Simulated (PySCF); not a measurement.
## Electronic structure of C4H10O3Si in real space

```xyz
18

C    -2.3136   -0.0633   -0.1942
C    -0.8013   -0.1481   -0.3629
C    -0.1709    1.2438   -0.3252
O     1.2223    1.2271   -0.4811
Si    2.0802   -0.1545   -0.3489
O     3.5487    0.1155    0.2496
O     1.2121   -1.1449    0.6142
C    -0.1816   -1.0326    0.7187
H    -2.7572   -1.0546   -0.2419
H    -2.5651    0.3803    0.7668
H    -2.7496    0.5485   -0.9799
H    -0.5583   -0.5945   -1.3329
H    -0.5844    1.8628   -1.1307
H    -0.4039    1.7270    0.6329
H     2.3604   -0.7522   -1.6400
H     3.6717    0.5148    1.1079
H    -0.4194   -0.6235    1.7095
H    -0.5986   -2.0452    0.6566
```

Geometry: GFN2-xTB.

Level of theory: PBE0/pcSseg-1, SCF density, gas phase, non-relativistic in PySCF 2.14.0.

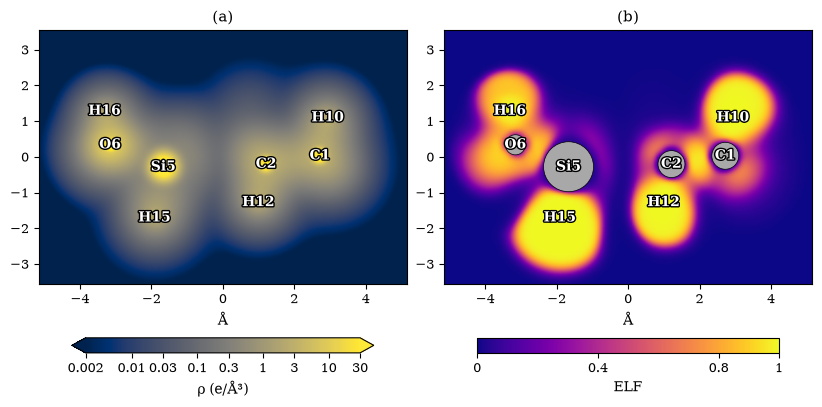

Figure 1. (a) electron density; (b) ELF on the plane of atoms O6, Si5 and H15. Grey discs cover the atomic cores in the ELF map.

Describe what can be read from this map.

The section cuts through C, Si, O and H sites.
C–C (1.52 Å): the density is about 1.6 e/Å³ at the midpoint; the ELF peaks at about 0.95 between the atoms; a covalent bond.
Si–O (1.61 Å): ρ is about 1.2 e/Å³ halfway; the ELF peaks at about 0.85 between the atoms (a polar covalent bond).
O–H (0.95 Å): ρ at the midpoint is about 3.7 e/Å³; the ELF climbs to about 1 towards the hydrogen, as it does in any bond to H; a covalent bond by its length.
C–H (1.09 Å): ρ is about 2 e/Å³ halfway; the ELF climbs to about 1 towards the hydrogen (a covalent bond by its length).
Si–H (1.45 Å): ρ is about 0.86 e/Å³ halfway; the ELF climbs to about 1 towards the hydrogen.
The ELF also peaks beside O6, away from the bonds: lone-pair regions.

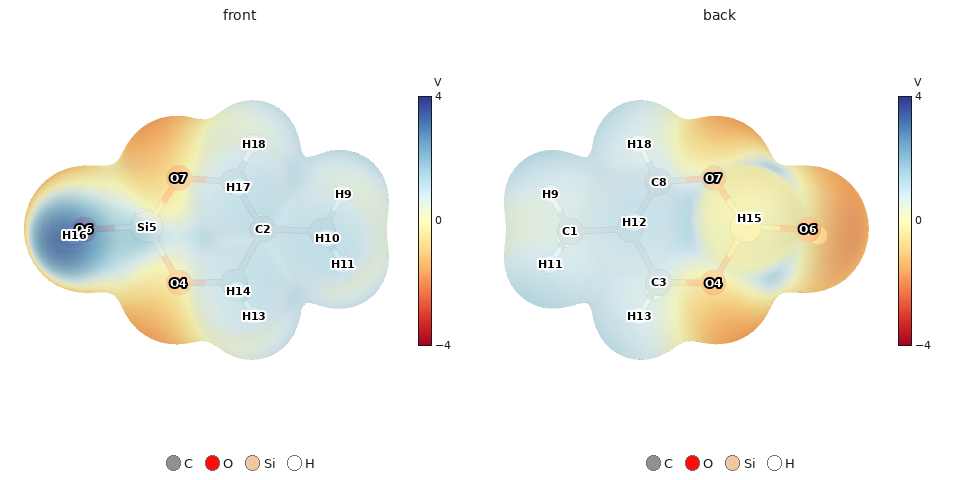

Figure 2. The molecular electrostatic potential painted on the density surface at 0.004 e/bohr³, seen from the front and from behind; the colour scale runs from red (negative) to blue (positive).

Where is the surface potential most negative and most positive?

The most negative region (about −1.8 V) lies over O6, the most positive (about +3.1 V) over H16. O6 is the likeliest acceptor of a hydrogen bond.

What dipole moment does the calculation give?

Its dipole moment is 3.14 D.
